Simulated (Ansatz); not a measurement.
Single-point calculation of SnHCl$_{3}$

- system: SnHCl$_{3}$
- method: RKS PBE0-D4/def2-TZVPP (Ansatz 0.2.0)

The geometry is a transition state. The geometry comes from this level: PBE0-D4/def2-TZVP.

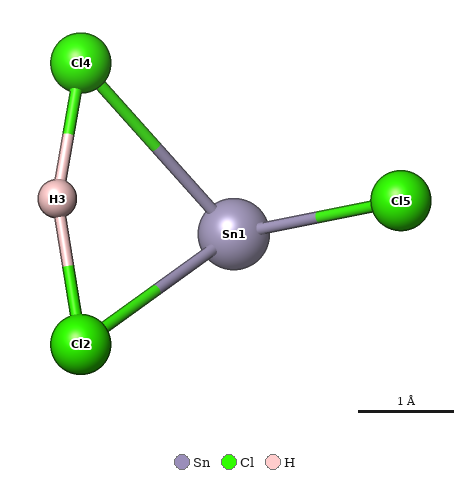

The input geometry (ball-and-stick view, seen at an oblique angle; atoms are numbered from 1 in the order of the input). Sticks mark near contacts.

Input file:
```yaml
crystal:
  periodic: [false, false, false]
  atoms:
    - {symbol: Sn, position_ang: [0.405019, 1.299990, 0.266321]}
    - {symbol: Cl, position_ang: [1.157072, -0.810262, -1.119943]}
    - {symbol: H, position_ang: [-0.391618, -0.702821, -0.988268]}
    - {symbol: Cl, position_ang: [-1.721961, -0.033777, -0.531523]}
    - {symbol: Cl, position_ang: [0.551387, 0.246870, 2.373413]}
basis:
  gaussian: {orbitals: def2-TZVPP}
hamiltonian: {xc: pbe0, dispersion: d4}
output: {orbitals: {seedname: orbitals}}
```

Hardware: 4 threads of Arm Neoverse V1, 23 GiB of memory available, shared host.

Run as:
```bash
ansatz run in.yaml --threads 4 --pin off --events-out ev --progress --plain --max-ram 9574MiB
```

What the program printed:
```
Functional definition: PBE0
  name "PBE0"
  cite "Adamo & Barone, J. Chem. Phys. 110, 6158 (1999) doi:10.1063/1.478522"
  cite "Perdew, Burke & Ernzerhof, Phys. Rev. Lett. 77, 3865 (1996) doi:10.1103/PhysRevLett.77.3865"
  parent pbe
  parameter a = 0.25
  parameter kappa = 0.804
  parameter beta = 0.06672455060314922
  exchange = (1 - a)*pbe_x(kappa = kappa, mu = beta*pi^2/3) + a*exact_x
  correlation = pbe_c(beta = beta)
1495 factors; their error is unknown
mean field evaluation 1: about -43406.6855 eV, gradient 2.1e1 eV
mean field evaluation 2: about -43405.6600 eV, gradient 3.1e1 eV
mean field evaluation 4: about -43407.9408 eV, gradient 1.1e0 eV
mean field evaluation 8: about -43408.1234 eV, gradient 4.1e-2 eV
mean field -43408.12336005 eV, -1595.2191103990 hartree, gradient 7.0e-5 eV, S^2 0.000000; 0 other end points of the search recorded, 0 dependent functions left out
reference -43408.12339015 eV, -1595.2191115053 hartree; 37, 37 occupied and 153, 153 virtual orbitals, 1495 factors
Total energy: -43408.29923584 eV, -1595.2255737151 hartree
```

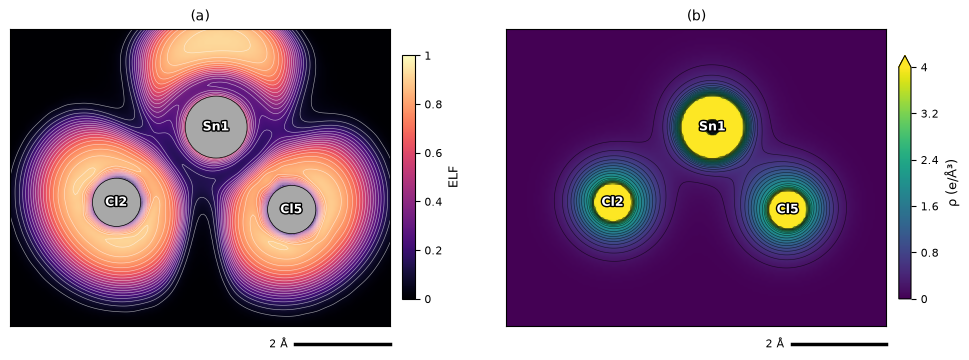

(a) electron localisation function; (b) total electron density on the plane of atoms Cl2, Sn1 and Cl5. Grey discs, where drawn, cover atomic cores. Sn–Cl (2.63 Å): ρ is about 0.34 e/Å³ halfway; the ELF peaks at about 0.85 in the valence shell of Cl, 0.8 Å from its nucleus, and drops to about 0.15 between the two atoms.

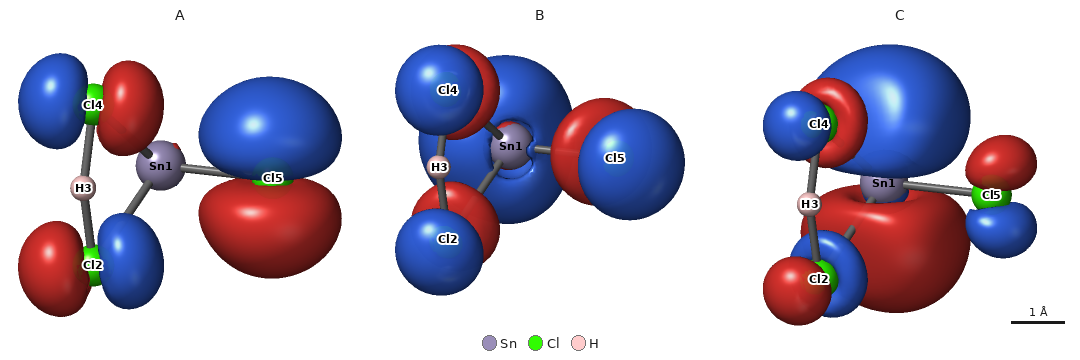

Three frontier orbitals at ±0.08 Å⁻³ᐟ² (red and blue are the two phases). A is the HOMO−1 (−8.99 eV). B is the HOMO (−8.17 eV). Its weight (Hirshfeld) is mainly on Sn1 (45 %), Cl5 (30 %), Cl4 (10 %) and Cl2 (10 %). C is the LUMO (−2.25 eV). By Hirshfeld shares it lies mainly on Sn1 (75 %). The HOMO–LUMO gap is 5.92 eV between the orbital energies.

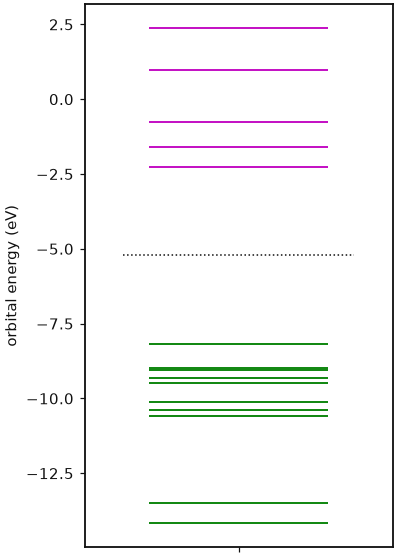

Orbital energies near the frontier; the dotted line parts filled from empty levels, and levels within 0.02 eV of each other stand side by side. Highest filled −8.17 eV, lowest empty −2.25 eV, 5.92 eV apart.

Results in brief:

| quantity | value |
| --- | --- |
| outcome | converged |
| total energy | −43408.2992 eV |
| mean-field energy | −43408.1234 eV |
| dispersion energy | −0.1758 eV |
| SCF solution under orbital rotations | stable |
| HOMO | −8.17 eV |
| LUMO | −2.25 eV |
| wall time | 3.5 s (CPU time 13 s) |
| peak memory | 0.6 GiB |
